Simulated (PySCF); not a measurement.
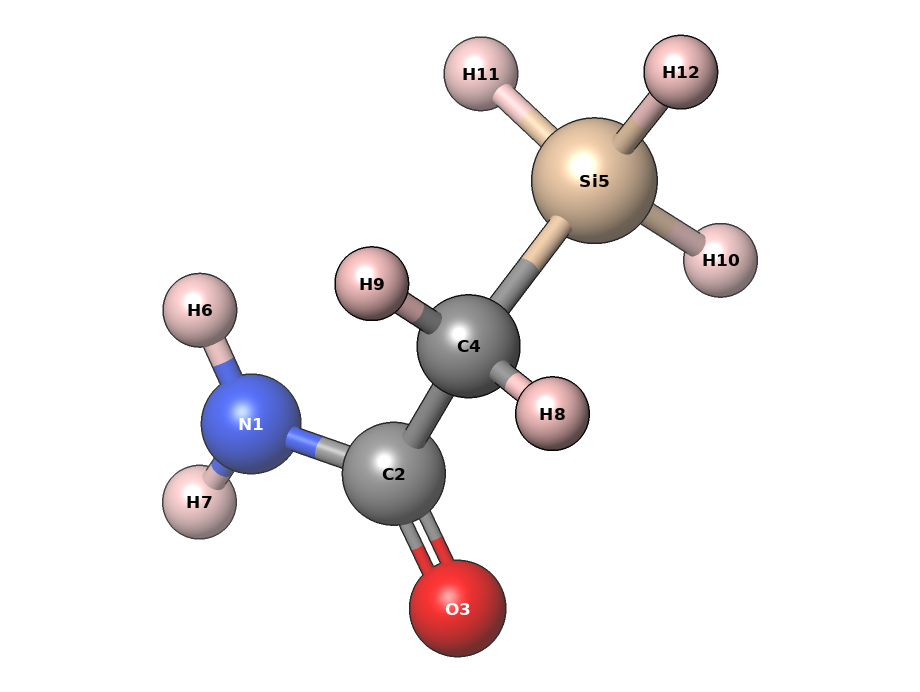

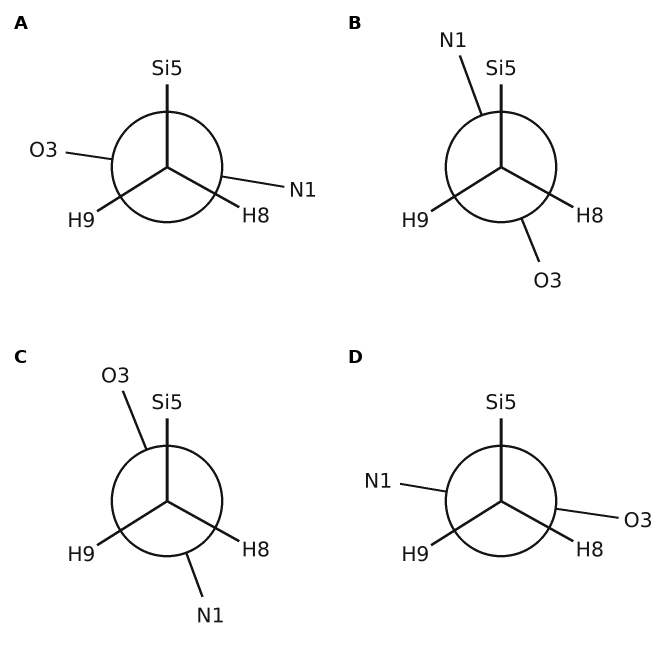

Distant atoms are faded towards the background colour. Bonds that would overlap in a projection are set slightly apart. The geometry was computed by an optimisation with PBE0-D3(BJ)/def2-SVP. No frequency run is at hand to confirm it as a minimum.

Q: Which Newman projection shows the view along C4–C2, with C4 in front?

A: D. The torsion angle Si5–C4–C2–O3 is 98°, about perpendicular.
